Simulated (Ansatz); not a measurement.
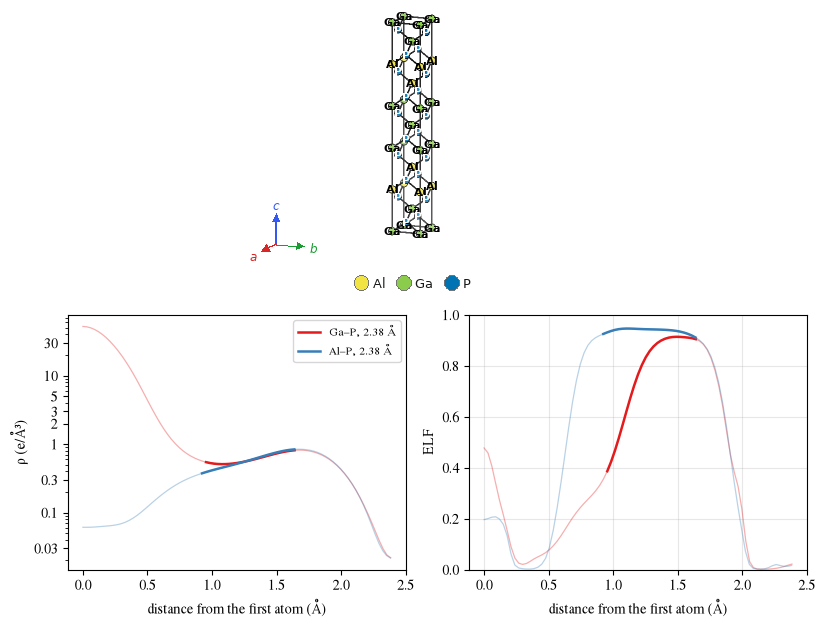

Al$_{2}$Ga$_{3}$P$_{5}$. Valence electron density and ELF along straight lines between neighbouring atoms. Thin, pale parts lie inside the atomic spheres. The structure is drawn too.

Space group I-4m2; a structure generated by program, which may or may not match a known phase.

All numbers below come from DFT PBE, scalar-relativistic, plane waves, PAW in Ansatz.

Core electrons are frozen (PAW), and the valence fields are smoothed inside the atomic spheres.

The calculation's input:

```
crystal:
  lattice:
    - [-1.9470194556, 1.9470194556, 13.7670424174]
    - [1.9470194556, -1.9470194556, 13.7670424174]
    - [1.9470194556, 1.9470194556, -13.7670424174]
  atoms:
    - { symbol: Al, position: [0.7999981338, 0.7999981338, 0.0] }
    - { symbol: Al, position: [0.2000018662, 0.2000018662, 0.0] }
    - { symbol: Ga, position: [0.5999854754, 0.5999854754, 0.0] }
    - { symbol: Ga, position: [0.0, 0.0, 0.0] }
    - { symbol: Ga, position: [0.4000145246, 0.4000145246, 0.0] }
    - { symbol: P, position: [0.9500202612, 0.4500202612, 0.5] }
    - { symbol: P, position: [0.3497929885, 0.8497929885, 0.5] }
    - { symbol: P, position: [0.75, 0.25, 0.5] }
    - { symbol: P, position: [0.1502070115, 0.6502070115, 0.5] }
    - { symbol: P, position: [0.5499797388, 0.0499797388, 0.5] }
basis:
  ecutwfc: 420
kpoints:
  mp_grid: { grid: [10, 10, 10] }
  band_path:
    path:
      - [[0.0, 0.0, 0.0], [0.0, 0.0, 0.5], [0.25, 0.25, 0.25], [0.0, 0.5, 0.0], [0.0, 0.0, 0.0], [0.5, 0.5, -0.5], [0.25500034, 0.74499966, -0.25500034]]
      - [[-0.25500034, 0.25500034, 0.25500034], [0.0, 0.0, 0.0]]
      - [[0.0, 0.0, 0.5], [-0.01000067, 0.01000067, 0.5]]
      - [[0.5, 0.5, -0.01000067], [0.5, 0.5, -0.5]]
    npoints: 14
hamiltonian:
  xc: pbe
scf:
  occupations: { method: gaussian, width: 0.02 }
  n_extra_bands: 25
output:
  forces: true
  stress: true
  eigenvalues: true
  populations: true
  dos: { projected: true, de: 0.02, nscf_kmesh: { grid: [15, 15, 15] } }
  bader: true
  write_density: true
  write_potential: true
  elf: true
  volumetric_format: npy
```

Launched as:

```sh
ansatz run input.yaml --threads 4 --pin off --max-ram 8192MiB --backend cpu --events-out ev --progress --plain --runs-dir out
```

Below, planes, directions and counts refer to the conventional cell (a = 3.89 Å, b = 3.89 Å, c = 27.53 Å, α = 90.00°, β = 90.00°, γ = 90.00°).

Compare the contacts.

Ga–P (2.38 Å): the density is about 0.53 e/Å³ at the midpoint; the ELF peaks at about 0.90 in the valence shell of P, 0.9 Å from its nucleus, and is about 0.75 at the midpoint.
Al–P (2.38 Å): ρ is about 0.51 e/Å³ halfway; the ELF peaks at about 0.95 between the atoms; a covalent bond.
